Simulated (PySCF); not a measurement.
# AlF: bond curves at several levels of theory, part 2 of 2

PySCF 2.14.0; Al def2-TZVPPD, F def2-TZVPPD; no relativity. Earlier steps stand in the parts before.

## Step 13: MP2 and coupled cluster

Reference: RHF; core orbitals frozen: 6; virtual orbitals above 20 hartree dropped in coupled cluster: 1. MP2 keeps all virtuals, so it differs from the MP2 energy in the coupled-cluster log.

Output of the coupled-cluster run at 1.671 Å:

```text
******** <class 'pyscf.cc.ccsd.CCSD'> ********
CC2 = 0
CCSD nocc = 5, nmo = 81
frozen orbitals [0, 1, 2, 3, 4, 5, 87]
max_cycle = 80
direct = 0
conv_tol = 1e-07
conv_tol_normt = 1e-05
diis_space = 8
diis_start_cycle = 0
diis_start_energy_diff = 1e+09
max_memory 4900 MB (current use 607 MB)
Init t2, MP2 energy = -341.786444249424  E_corr(MP2) -0.310772719302235
Init E_corr(CCSD) = -0.310772719302345
cycle = 1  E_corr(CCSD) = -0.308516510532486  dE = 0.00225620877  norm(t1,t2) = 0.062616
cycle = 2  E_corr(CCSD) = -0.31797155795604  dE = -0.00945504742  norm(t1,t2) = 0.0256341
cycle = 3  E_corr(CCSD) = -0.31799759570909  dE = -2.6037753e-05  norm(t1,t2) = 0.0147162
cycle = 4  E_corr(CCSD) = -0.319823237694142  dE = -0.00182564199  norm(t1,t2) = 0.00667047
cycle = 5  E_corr(CCSD) = -0.319894528801418  dE = -7.12911073e-05  norm(t1,t2) = 0.000939857
cycle = 6  E_corr(CCSD) = -0.319838373428863  dE = 5.61553726e-05  norm(t1,t2) = 0.000378357
cycle = 7  E_corr(CCSD) = -0.31982259727465  dE = 1.57761542e-05  norm(t1,t2) = 9.54968e-05
cycle = 8  E_corr(CCSD) = -0.319825219146878  dE = -2.62187223e-06  norm(t1,t2) = 3.47105e-05
cycle = 9  E_corr(CCSD) = -0.319826858876294  dE = -1.63972942e-06  norm(t1,t2) = 1.04779e-05
cycle = 10  E_corr(CCSD) = -0.319826587852446  dE = 2.71023847e-07  norm(t1,t2) = 3.92352e-06
cycle = 11  E_corr(CCSD) = -0.319826493921168  dE = 9.39312788e-08  norm(t1,t2) = 1.67899e-06
CCSD converged
E(CCSD) = -341.7954980240431  E_corr = -0.3198264939211677
CCSD(T) correction = -0.00960817600611509
```

Correlation energy (eV) along the bond:

```tsv
R (Å)	MP2	SCS-MP2	CCSD	CCSD(T)	T1
1.437	-8.248	-8.144	n/a	n/a	n/a
1.504	-8.316	-8.209	-8.592	-8.832	0.014
1.571	-8.380	-8.271	-8.640	-8.889	0.015
1.621	-8.424	-8.313	-8.673	-8.928	0.016
1.671	-8.466	-8.353	-8.703	-8.964	0.016
1.721	-8.504	-8.390	-8.731	-8.998	0.017
1.788	-8.551	-8.435	-8.763	-9.039	0.017
1.871	-8.602	-8.484	-8.798	-9.083	0.018
1.972	-8.653	-8.534	-8.831	-9.128	0.019
2.106	-8.704	-8.584	n/a	n/a	n/a
```

RHF-MP2: Re = 1.673 Å, ωe = 778 cm⁻¹, ωexe = 4.58 cm⁻¹, αe = 0.00486 cm⁻¹, Be = 0.5401 cm⁻¹, De = 7.22 eV.

RHF-SCS-MP2: Re = 1.672 Å, ωe = 780 cm⁻¹, ωexe = 4.62 cm⁻¹, αe = 0.00488 cm⁻¹, Be = 0.5410 cm⁻¹, De = 7.02 eV.

RHF-CCSD: Re = 1.664 Å, ωe = 795 cm⁻¹, ωexe = 4.64 cm⁻¹, αe = 0.00484 cm⁻¹, Be = 0.5458 cm⁻¹, De = 6.72 eV.

RHF-CCSD(T): Re = 1.669 Å, ωe = 785 cm⁻¹, ωexe = 4.62 cm⁻¹, αe = 0.00487 cm⁻¹, Be = 0.5426 cm⁻¹, De = 6.85 eV.

## Step 14: All curves

Energy (eV) from each level's lowest point:

```tsv
R (Å)	RHF	RHF-MP2	RHF-SCS-MP2	RHF-CCSD	RHF-CCSD(T)	PBE	PBEsol	BLYP	TPSS	r²SCAN	PBE0	MN15	M06-2X	ωB97X-V
1.437	0.908	1.121	1.113	n/a	n/a	1.170	1.103	1.207	1.140	1.053	1.041	1.058	1.035	1.091
1.504	0.353	0.499	0.493	0.460	0.481	0.540	0.495	0.565	0.518	0.456	0.450	0.461	0.440	0.481
1.571	0.077	0.159	0.156	0.136	0.149	0.187	0.162	0.201	0.174	0.137	0.134	0.140	0.125	0.150
1.621	0.000	0.037	0.036	0.026	0.032	0.052	0.040	0.059	0.046	0.027	0.026	0.029	0.021	0.033
1.671	0.004	0.000	0.000	0.000	0.000	0.000	0.000	0.000	0.000	0.000	0.000	0.000	0.000	0.000
1.721	0.069	0.026	0.028	0.037	0.031	0.010	0.021	0.003	0.017	0.034	0.035	0.032	0.042	0.029
1.788	0.222	0.133	0.136	0.157	0.143	0.094	0.118	0.079	0.109	0.150	0.150	0.145	0.169	0.139
1.871	0.484	0.343	0.349	0.385	0.361	0.275	0.314	0.251	0.302	0.368	0.367	0.361	0.404	0.353
1.972	0.855	0.664	0.670	0.722	0.688	0.560	0.614	0.524	0.600	0.694	0.690	0.684	0.749	0.675
2.106	1.384	1.141	1.149	n/a	n/a	0.991	1.063	0.941	1.049	1.173	1.167	1.163	1.254	1.154
```

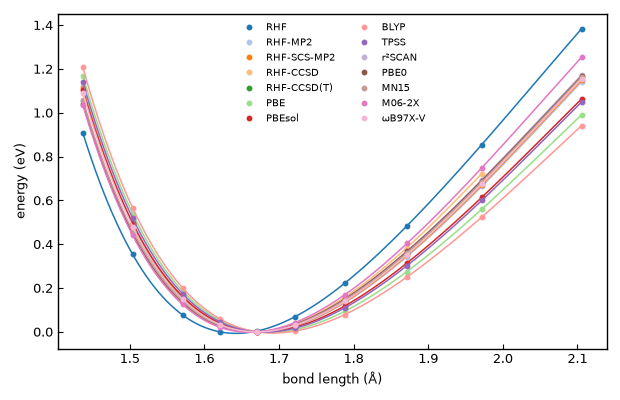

All levels on one scale; every curve starts from its own lowest point. Far from equilibrium a single determinant need not separate into the right atoms, and MP2 on it can jump.

The whole job (state search and all levels along the bond) took 2.6 min on 2 threads of Arm Neoverse V2 (shared host), peak memory 2 GiB.

## Step 15: Results

This closing draws on all 2 parts.

Lowest PBE0 solution found, without spin–orbit coupling: ¹Σ⁺ (singlet), closed shell. The other levels ran on it alone.

```tsv
level	Re (Å)	ωe (cm⁻¹)	De (eV)	μ (D)
RHF	1.642	831	5.16	-1.27
RHF-MP2	1.673	778	7.22	n/a
RHF-SCS-MP2	1.672	780	7.02	n/a
RHF-CCSD	1.664	795	6.72	n/a
RHF-CCSD(T)	1.669	785	6.85	n/a
PBE	1.686	742	7.05	-1.55
PBEsol	1.677	756	7.33	-1.48
BLYP	1.692	731	7.03	-1.67
TPSS	1.681	754	6.86	-1.41
r²SCAN	1.666	783	6.89	-1.35
PBE0	1.665	780	6.77	-1.47
MN15	1.667	779	7.24	-1.55
M06-2X	1.660	803	7.10	-1.60
ωB97X-V	1.670	779	6.96	-1.43
```

De is counted to Al + F in their ground configurations. A positive dipole means Al(−)F(+).

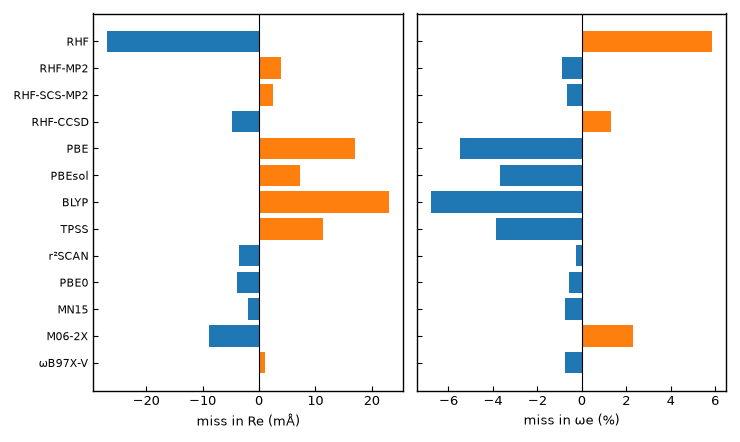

Differences in bond length and wavenumber from CCSD(T) in the same basis.

Time per point (s) on 2 threads of Arm Neoverse V2, shared host (CPU time, shared integrals of 0.21 s apart; correlated levels include their reference; CCSD comes with the CCSD(T) run); the times are rough: RHF 0.36, RHF-MP2 0.58, RHF-SCS-MP2 0.58, PBE 1.1, PBEsol 0.66, BLYP 0.65, TPSS 1.6, r²SCAN 1.6, PBE0 2.6, MN15 2.1, M06-2X 2.1, ωB97X-V 4.4; the reference 7.4.

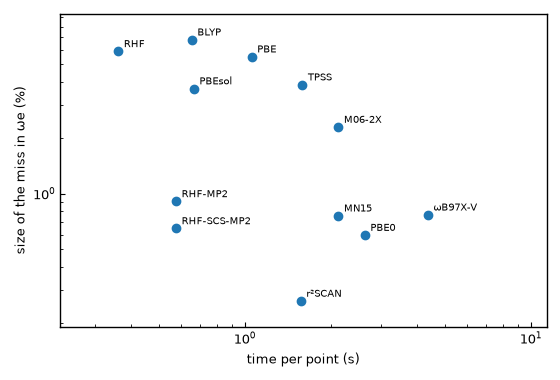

What each level's time buys in the wavenumber.

Cheap and still within 10 mÅ and 2.5 % of CCSD(T): RHF-SCS-MP2 (0.58 s), RHF-MP2 (0.58 s), against 7.4 s for the dearest run.

What this shows: Judged by CCSD(T) in the same basis: best bond length ωB97X-V (+1 mÅ), worst RHF (-27 mÅ); best wavenumber r²SCAN (-0.3 %), worst BLYP (-6.8 %). Hartree–Fock makes the bond too short and too stiff against this reference, as it mostly does. PBE gives a bond that is too long and too soft, as GGAs tend to. Of the levels with a De here, RHF gives the least (5.16 eV) and PBEsol the most (7.33 eV).

Correlated steps freeze 6 core orbitals.
